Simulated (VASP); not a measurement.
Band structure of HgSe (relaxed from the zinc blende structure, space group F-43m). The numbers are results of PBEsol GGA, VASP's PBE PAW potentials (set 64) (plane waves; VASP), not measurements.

Unless said otherwise, spin-orbit coupling is left out, though it shifts the bands of the heavy elements here.

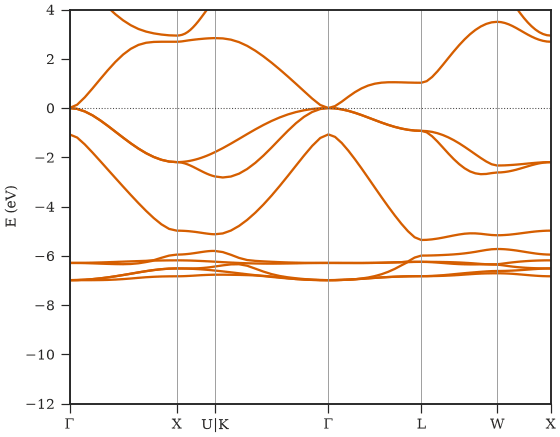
Bands along high-symmetry lines, zero at the valence-band maximum or, without a gap, the Fermi level

Task: Read the plot: is there a gap, and where are the band edges?

Result: It has no gap at this level: it comes out as a metal or semimetal. (Edges off the drawn lines would not show.)

The structure was generated: HgSe was put into the zinc blende type (F-43m), which need not be its known phase. It was relaxed first, which changed the volume by +18 %.
